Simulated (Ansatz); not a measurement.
# Geometry relaxation of SiH5

System: SiH5, multiplicity 2.
Method: UKS PBE0/def2-SVP (Ansatz 0.2.0).

The input holds or restrains some coordinates. It belongs to a series of runs on one base structure; here: pulled along the bonds that form and break, towards end B. Figures and captions count atoms from 1; the log counts them from 0 in places.

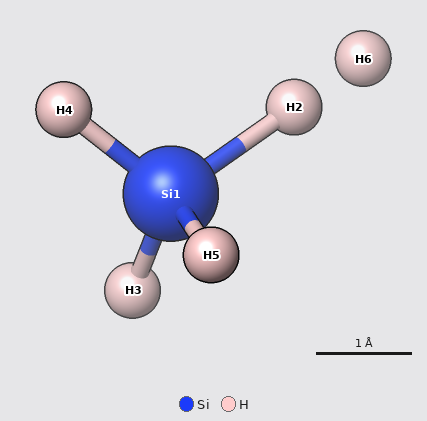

Fig. 1: The input geometry (ball-and-stick view, seen at a tilt; atoms are numbered from 1 in the order of the input). Bond lengths as drawn: H–Si 1.46 to 1.71 Å.

Input file:
```yaml
crystal:
  periodic: [false, false, false]
  atoms:
    - { symbol: Si, position_ang: [0.0, 0.0, 0.0] }
    - { symbol: H, position_ang: [0.0, 0.0, 1.71] }
    - { symbol: H, position_ang: [1.3768, 0.0, -0.4862] }
    - { symbol: H, position_ang: [-0.6877, 1.1914, -0.4862] }
    - { symbol: H, position_ang: [-0.6877, -1.1914, -0.4862] }
    - { symbol: H, position_ang: [0.0, 0.0, 2.67] }
magnetization:
  spin_polarized: true
  initial_magnetization: 1
basis:
  gaussian: { orbitals: def2-SVP }
hamiltonian:
  xc: pbe0
relax:
  f_tol: 0.15
  max_steps: 25
  restrain:
    - { distance: [1, 5], at: 0.66, k: 30.0 }
    - { distance: [0, 1], at: 2.66, k: 30.0 }
output:
  orbitals: {}
```

Command:
```bash
ansatz run input.yaml --threads 1 --pin off --max-ram 2048MiB --backend cpu --events-out ev --progress --plain --runs-dir out
```

Output:
```
The last accepted step is kept in [file] (removed where the run ends without a failure and the disk answers)
Engine: ansatz 0.2.0, aarch64-unknown-linux-gnu
Functional definition: PBE0
  parameter a = 0.25
  parameter kappa = 0.804
  parameter beta = 0.06672455060314922
  exchange = (1 - a)*pbe_x(kappa = kappa, mu = beta*pi^2/3) + a*exact_x
  correlation = pbe_c(beta = beta)
446 factors; integrals over basis functions are off by at most 5.8e-4 eV
mean field evaluation 1: about -7949.6273 eV, gradient 5.0e0 eV
mean field evaluation 2: about -7949.8501 eV, gradient 1.4e0 eV
mean field evaluation 4: about -7949.8737 eV, gradient 2.0e-1 eV
mean field evaluation 8: about -7949.8757 eV, gradient 2.7e-3 eV
mean field -7949.87566520 eV, -292.1525420769 hartree, gradient 6.7e-5 eV, S^2 0.758486; 0 other end points of the search recorded, 0 dependent functions left out
the calculation of the forces begins
reference -7949.87568960 eV, -292.1525429737 hartree; 10, 9 occupied and 33, 34 virtual orbitals, 446 factors
relax step   1: F+E_penalty+E_count = -7949.87566520 eV  Δ(F+E_penalty+E_count) = +0.000e0 eV  max|allowed force component| = 8.675e-1 eV/Å  E_restraint = 14.88750000 eV  max|allowed force component, restraints' pulls added| = 3.837e1 eV/Å  Δτ_max = 0.0000 Å  (23 SCF iters, accepted)
  distance H 1 - H 5 = 0.9600 Å
  distance Si 0 - H 1 = 1.7100 Å
these checks for a lower state are left out or cut short: starts, cluster_reference, orbital_swaps, neighbouring_geometries, increment
446 factors; integrals over basis functions are off by at most 5.5e-4 eV
mean field evaluation 16: about -7949.9777 eV, gradient 7.4e-1 eV
mean field -7949.98734842 eV, -292.1566463596 hartree, gradient 2.0e-5 eV, S^2 0.754958; 0 other end points of the search recorded, 0 dependent functions left out
the calculation of the forces begins
reference -7949.98736974 eV, -292.1566471431 hartree; 10, 9 occupied and 33, 34 virtual orbitals, 446 factors
relax step   2: F+E_penalty+E_count = -7949.98734842 eV  Δ(F+E_penalty+E_count) = -1.117e-1 eV  max|allowed force component| = 1.614e0 eV/Å  E_restraint = 5.49822044 eV  max|allowed force component, restraints' pulls added| = 1.982e1 eV/Å  Δτ_max = 0.1949 Å  (26 SCF iters, accepted)
  distance H 1 - H 5 = 0.7530 Å
  distance Si 0 - H 1 = 2.0618 Å
these checks for a lower state are left out or cut short: starts, cluster_reference, orbital_swaps, neighbouring_geometries, increment
446 factors; integrals over basis functions are off by at most 5.1e-4 eV
mean field -7949.81443200 eV, -292.1502917984 hartree, gradient 2.8e-5 eV, S^2 0.755351; 0 other end points of the search recorded, 0 dependent functions left out
the calculation of the forces begins
reference -7949.81445316 eV, -292.1502925759 hartree; 10, 9 occupied and 33, 34 virtual orbitals, 446 factors
relax step   3: F+E_penalty+E_count = -7949.81443200 eV  Δ(F+E_penalty+E_count) = +1.729e-1 eV  max|allowed force component| = 5.346e0 eV/Å  E_restraint = 0.77434377 eV  max|allowed force component, restraints' pulls added| = 6.436e0 eV/Å  Δτ_max = 0.1997 Å  (25 SCF iters, accepted)
  distance H 1 - H 5 = 0.6613 Å
  distance Si 0 - H 1 = 2.4328 Å
these checks for a lower state are left out or cut short: starts, cluster_reference, orbital_swaps, neighbouring_geometries, increment
446 factors; integrals over basis functions are off by at most 5.9e-4 eV
mean field evaluation 32: about -7950.1525 eV, gradient 3.7e-5 eV
mean field -7950.15254501 eV, -292.1627172222 hartree, gradient 6.2e-5 eV, S^2 0.755840; 0 other end points of the search recorded, 0 dependent functions left out
the calculation of the forces begins
reference -7950.15256694 eV, -292.1627180282 hartree; 10, 9 occupied and 33, 34 virtual orbitals, 446 factors
relax step   4: F+E_penalty+E_count = -7950.15254501 eV  Δ(F+E_penalty+E_count) = -3.381e-1 eV  max|allowed force component| = 1.320e0 eV/Å  E_restraint = 0.08272420 eV  max|allowed force component, restraints' pulls added| = 1.044e0 eV/Å  Δτ_max = 0.1997 Å  (23 SCF iters, accepted)
  distance H 1 - H 5 = 0.7343 Å
  distance Si 0 - H 1 = 2.6613 Å
these checks for a lower state are left out or cut short: starts, cluster_reference, orbital_swaps, neighbouring_geometries, increment
446 factors; integrals over basis functions are off by at most 7.4e-4 eV
mean field -7950.28845909 eV, -292.1677119724 hartree, gradient 2.5e-5 eV, S^2 0.752917; 0 other end points of the search recorded, 0 dependent functions left out
the calculation of the forces begins
reference -7950.28848124 eV, -292.1677127864 hartree; 10, 9 occupied and 33, 34 virtual orbitals, 446 factors
relax step   5: F+E_penalty+E_count = -7950.28845909 eV  Δ(F+E_penalty+E_count) = -1.359e-1 eV  max|allowed force component| = 1.543e0 eV/Å  E_restraint = 0.07128521 eV  max|allowed force component, restraints' pulls added| = 7.808e-1 eV/Å  Δτ_max = 0.1441 Å  (26 SCF iters, accepted)
  distance H 1 - H 5 = 0.7289 Å
  distance Si 0 - H 1 = 2.6575 Å
these checks for a lower state are left out or cut short: starts, cluster_reference, orbital_swaps, neighbouring_geometries, increment
446 factors; integrals over basis functions are off by at most 6.6e-4 eV
mean field -7950.23349801 eV, -292.1656921899 hartree, gradient 5.5e-5 eV, S^2 0.752205; 0 other end points of the search recorded, 0 dependent functions left out
the calculation of the forces begins
reference -7950.23352058 eV, -292.1656930194 hartree; 10, 9 occupied and 33, 34 virtual orbitals, 446 factors
relax step   6: F+E_penalty+E_count = -7950.23349801 eV  Δ(F+E_penalty+E_count) = +5.496e-2 eV  max|allowed force component| = 1.702e0 eV/Å  E_restraint = 0.06288041 eV  max|allowed force component, restraints' pulls added| = 8.286e-1 eV/Å  Δτ_max = 0.1126 Å  (23 SCF iters, rejected (line search))
  distance H 1 - H 5 = 0.7244 Å
  distance Si 0 - H 1 = 2.6667 Å
these checks for a lower state are left out or cut short: starts, cluster_reference, orbital_swaps, neighbouring_geometries, increment
446 factors; integrals over basis functions are off by at most 6.9e-4 eV
mean field -7950.28934031 eV, -292.1677443567 hartree, gradient 2.0e-5 eV, S^2 0.752657; 0 other end points of the search recorded, 0 dependent functions left out
the calculation of the forces begins
reference -7950.28936253 eV, -292.1677451732 hartree; 10, 9 occupied and 33, 34 virtual orbitals, 446 factors
relax step   7: F+E_penalty+E_count = -7950.28934031 eV  Δ(F+E_penalty+E_count) = -8.812e-4 eV  max|allowed force component| = 1.861e0 eV/Å  E_restraint = 0.05707833 eV  max|allowed force component, restraints' pulls added| = 7.117e-2 eV/Å  Δτ_max = 0.0387 Å  (23 SCF iters, accepted)
  distance H 1 - H 5 = 0.7214 Å
  distance Si 0 - H 1 = 2.6657 Å
446 factors; integrals over basis functions are off by at most 6.9e-4 eV
mean field evaluation 64: about -7950.2893 eV, gradient 1.5e-3 eV
```

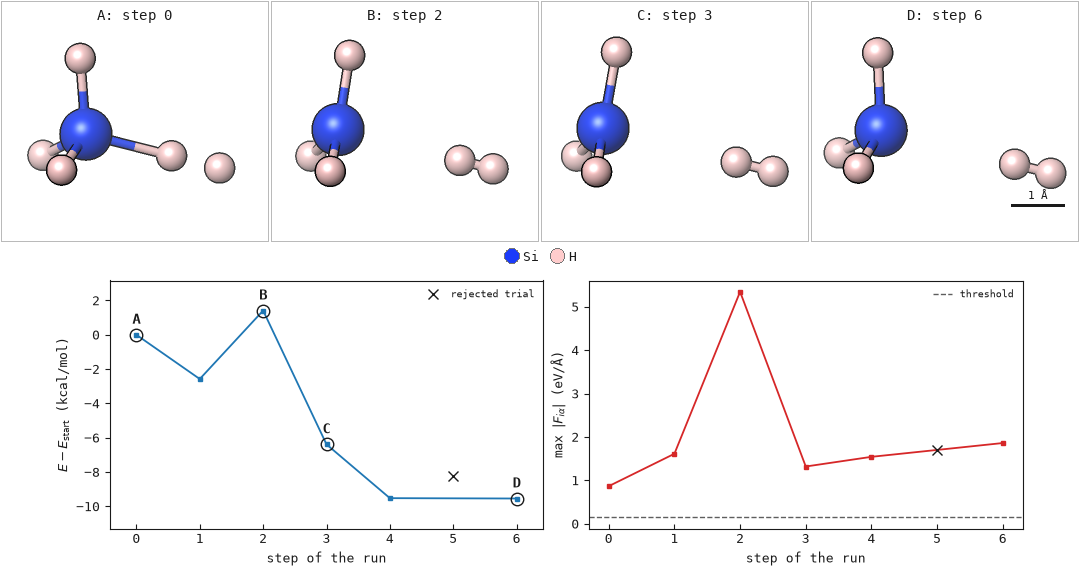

Fig. 2: Frames of the restrained relaxation (ball-and-stick view, seen at a tilt) above the curves, on which the letters mark them (the first geometry is step 0 here and step 1 in the log).

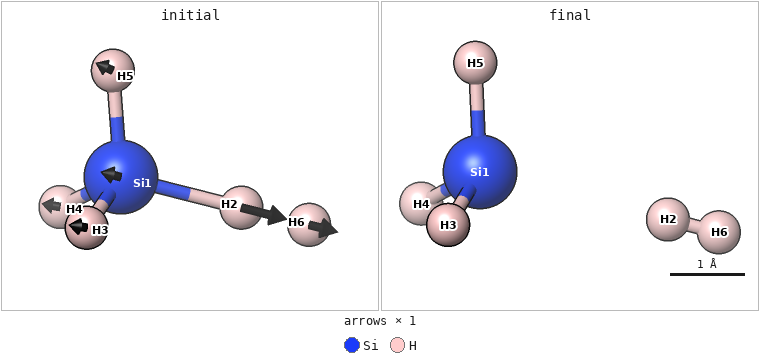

Fig. 3: Before (left) and after (right) the restrained relaxation, at one scale (ball-and-stick view, seen at a tilt). The black arrows give the displacements, at true length. Over 6 geometry steps the energy falls by 9.54 kcal/mol. The largest force component goes from 0.87 to 1.9 eV/Å. The line search rejected the trial step at point 5 (counted from 0) and went back. The atom that moves furthest after the best rigid fit is H2 (0.66 Å). Largest moves by element: H 0.66 Å, Si 0.30 Å. Among the contacts that change: Si1–H2 1.710 → 2.666 Å, H2–H6 0.960 → 0.721 Å, Si1–H3 1.460 → 1.490 Å. New bonds form: H2–H6 (0.96 → 0.72 Å). (Atoms are counted from 1 in the order of the input.)

```
mean field -7950.28934031 eV, -292.1677443567 hartree, gradient 2.0e-5 eV, S^2 0.752657; 1 other end points of the search recorded, 0 dependent functions left out
the calculation of the forces begins
reference -7950.28936253 eV, -292.1677451732 hartree; 10, 9 occupied and 33, 34 virtual orbitals, 446 factors
Total energy: -7950.28936253 eV, -292.1677451732 hartree
Atom 0 at     0.000578    -0.000000    -0.295794 Å, force    -0.000620    -0.000000    -0.153602 eV/Å
Atom 1 at     0.000542     0.000000     2.369919 Å, force     0.003246    -0.000000    -1.677659 eV/Å
Atom 2 at     1.420335    -0.000000    -0.748408 Å, force     0.071172    -0.000000    -0.010201 eV/Å
Atom 3 at    -0.709590     1.229620    -0.747828 Å, force    -0.035211     0.061505    -0.009834 eV/Å
Atom 4 at    -0.709590    -1.229620    -0.747828 Å, force    -0.035211    -0.061505    -0.009834 eV/Å
Atom 5 at    -0.000875    -0.000000     3.091339 Å, force    -0.003376     0.000000     1.861130 eV/Å
Dipole moment:     0.000017     0.000000     0.006446 e Å
```

Trajectory as extended XYZ (Å, eV, eV/Å), 7 frames, from step=1 to step=7:
```
6
Properties=species:S:1:pos:R:3:forces:R:3 step=1 energy=-7949.87566
Si    0.0000    0.0000    0.0000    0.0214   0.0000  -0.1125
H     0.0000    0.0000    1.7100   -0.0001   0.0000   0.8675
H     1.3768    0.0000   -0.4862    0.6633   0.0000  -0.1444
H    -0.6877    1.1914   -0.4862   -0.3423   0.5930  -0.1519
H    -0.6877   -1.1914   -0.4862   -0.3423  -0.5930  -0.1519
H     0.0000    0.0000    2.6700    0.0000   0.0000  -0.3068
6
Properties=species:S:1:pos:R:3:forces:R:3 step=2 energy=-7949.98735
Si    0.0002    0.0000   -0.1569    0.0151   0.0000   0.4936
H     0.0000    0.0000    1.9049    0.0000   0.0000  -0.9180
H     1.3937    0.0000   -0.4948    1.0940   0.0000  -0.3939
H    -0.6962    1.2062   -0.4948   -0.5545   0.9610  -0.3978
H    -0.6962   -1.2062   -0.4948   -0.5545  -0.9610  -0.3978
H     0.0000    0.0000    2.6579   -0.0001   0.0000   1.6139
6
Properties=species:S:1:pos:R:3:forces:R:3 step=3 energy=-7949.81443
Si    0.0004    0.0000   -0.3566    0.0035   0.0000   0.3796
H    -0.0001    0.0000    2.0762   -0.0005   0.0000  -4.9532
H     1.4298    0.0000   -0.5119    0.9058   0.0000  -0.2572
H    -0.7143    1.2376   -0.5119   -0.4546   0.7885  -0.2576
H    -0.7143   -1.2376   -0.5119   -0.4546  -0.7885  -0.2576
H     0.0000    0.0000    2.7375    0.0005   0.0000   5.3460
6
Properties=species:S:1:pos:R:3:forces:R:3 step=4 energy=-7950.15254
Si    0.0005    0.0000   -0.4583    0.0000   0.0000   0.3205
H    -0.0004    0.0000    2.2030   -0.0007   0.0000  -1.1459
H     1.4755    0.0000   -0.5870   -0.0013   0.0000  -0.1649
H    -0.7371    1.2774   -0.5867    0.0007  -0.0007  -0.1649
H    -0.7371   -1.2774   -0.5867    0.0007   0.0007  -0.1649
H     0.0001    0.0000    2.9372    0.0007   0.0000   1.3202
6
Properties=species:S:1:pos:R:3:forces:R:3 step=5 energy=-7950.28846
Si    0.0005    0.0000   -0.3142    0.0010   0.0000  -0.1928
H    -0.0001    0.0000    2.3434    0.0003   0.0000  -1.3598
H     1.4525    0.0000   -0.7269   -0.3136   0.0000   0.0033
H    -0.7256    1.2576   -0.7265    0.1564  -0.2711   0.0030
H    -0.7256   -1.2576   -0.7265    0.1564   0.2711   0.0030
H    -0.0002    0.0000    3.0723   -0.0003   0.0000   1.5433
6
Properties=species:S:1:pos:R:3:forces:R:3 step=6 energy=-7950.23350 accepted=F
Si    0.0007    0.0000   -0.2308    0.0007   0.0000  -1.0310
H    -0.0005    0.0000    2.4359   -0.0004   0.0000  -1.5294
H     1.3827    0.0000   -0.8153    0.1027   0.0000   0.2865
H    -0.6907    1.1970   -0.8144   -0.0516   0.0899   0.2862
H    -0.6907   -1.1970   -0.8144   -0.0516  -0.0899   0.2862
H    -0.0002    0.0000    3.1603    0.0004   0.0000   1.7016
6
Properties=species:S:1:pos:R:3:forces:R:3 step=7 energy=-7950.28934
Si    0.0006    0.0000   -0.2958   -0.0006   0.0000  -0.1536
H     0.0005    0.0000    2.3699    0.0032   0.0000  -1.6777
H     1.4203    0.0000   -0.7484    0.0712   0.0000  -0.0102
H    -0.7096    1.2296   -0.7478   -0.0352   0.0615  -0.0098
H    -0.7096   -1.2296   -0.7478   -0.0352  -0.0615  -0.0098
H    -0.0009    0.0000    3.0913   -0.0034   0.0000   1.8611
```

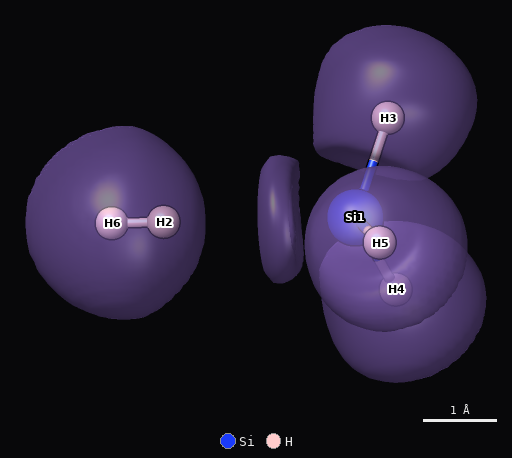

Fig. 4: Isosurface of the ELF at 0.75 (purple), seen at a tilt. Only the valence region is drawn (cores and ρ < 0.01 e/Å³ removed). Values along the shortest contacts: Si1···H2 (2.67 Å): the ELF is only about 0.10 between them (a non-bonded, intermolecular contact). H–H (0.72 Å): the ELF peaks at about 1 between the atoms; a covalent bond by its length.

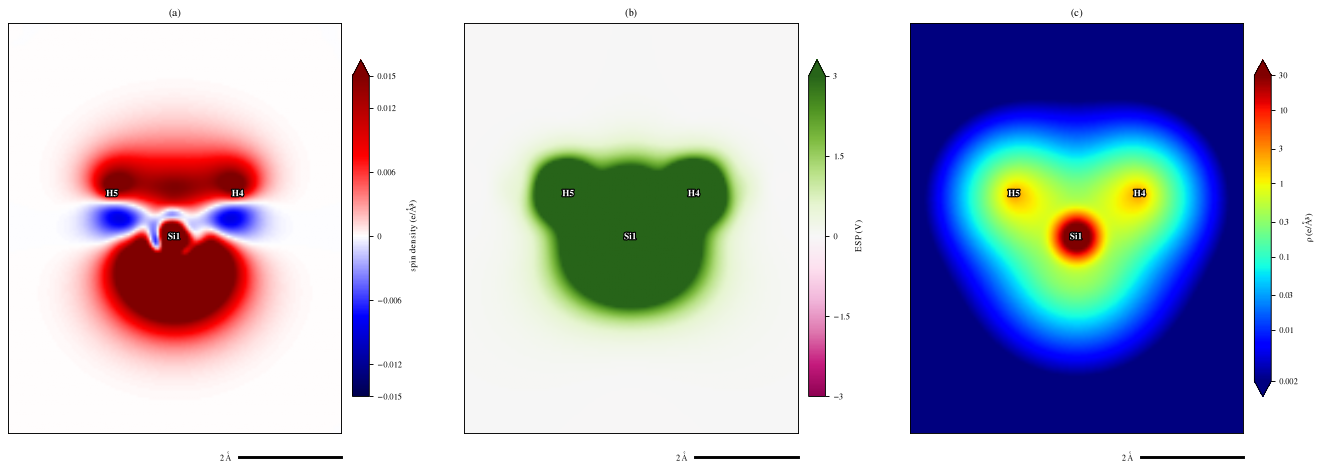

Fig. 5: (a) spin density; (b) electrostatic potential; (c) total electron density on the plane of atoms H4, Si1 and H5. The unpaired spin (1 electron) lies mostly on Si1 (about 0.8), in electrons by Hirshfeld's partition. The potential has no marked negative region in this plane.

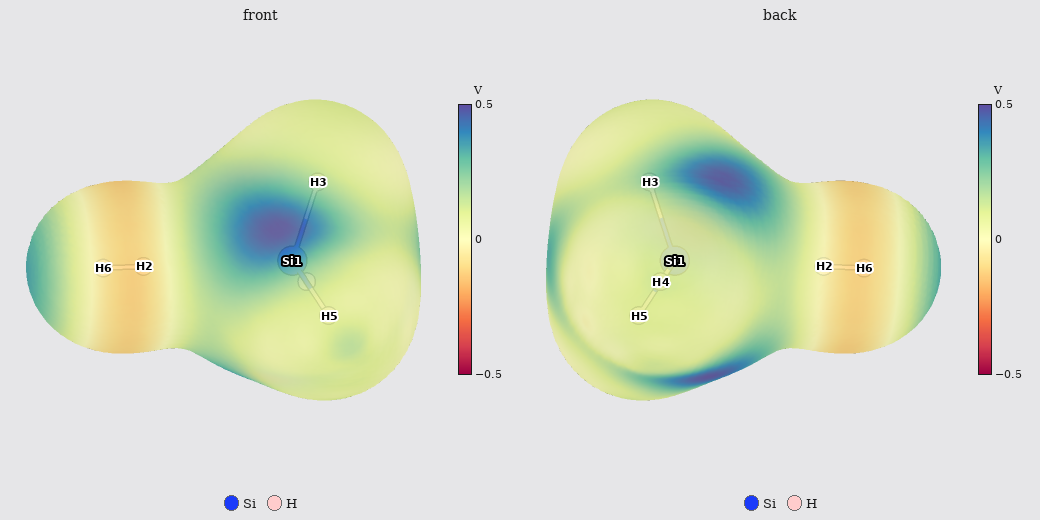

Fig. 6: The molecular electrostatic potential painted on the density surface at 0.001 e/bohr³, seen at a tilt and from behind; red is negative and blue positive. A positive charge is drawn to the negative regions and a negative charge to the positive ones.

Results in brief:

```json
{"quantity": "outcome", "value": "converged under the restraints of the input"}
{"quantity": "total energy", "value": "−7950.2894 eV"}
{"quantity": "mean-field energy", "value": "−7950.2894 eV"}
{"quantity": "⟨S²⟩", "value": "0.753"}
{"quantity": "largest force (length of the vector) at the end, held atoms and coordinates included", "value": "1.861 eV/Å"}
{"quantity": "hardware", "value": "1 thread of Arm Neoverse V1, 24 GiB of memory available, shared host"}
{"quantity": "wall time", "value": "8.1 s"}
{"quantity": "peak memory", "value": "0.097 GiB"}
```
